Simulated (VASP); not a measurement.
Band structure of TlCl (CsCl type). All values below come from PBE GGA with D3 dispersion (Becke-Johnson damping), VASP's PBE PAW potentials (set 64) (plane waves; VASP).

Unless said otherwise, spin-orbit coupling is left out, though it shifts the bands of the heavy elements here.

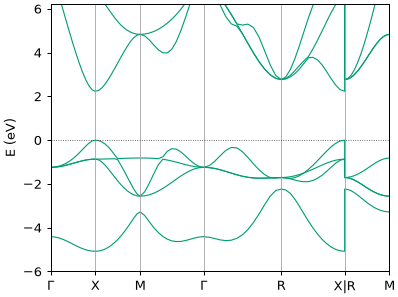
Figure. Bands along high-symmetry lines, zero at the valence-band maximum or, without a gap, the Fermi level

**Question.** Read the plot: is there a gap, and where are the band edges?

**Answer.** The gap is direct, 2.23 eV, from the valence maximum at X to the conduction minimum at X. (Edges off the drawn lines would not show.)

The compound is TlCl in the CsCl type structure. It was relaxed first, which changed the volume by +6 %.
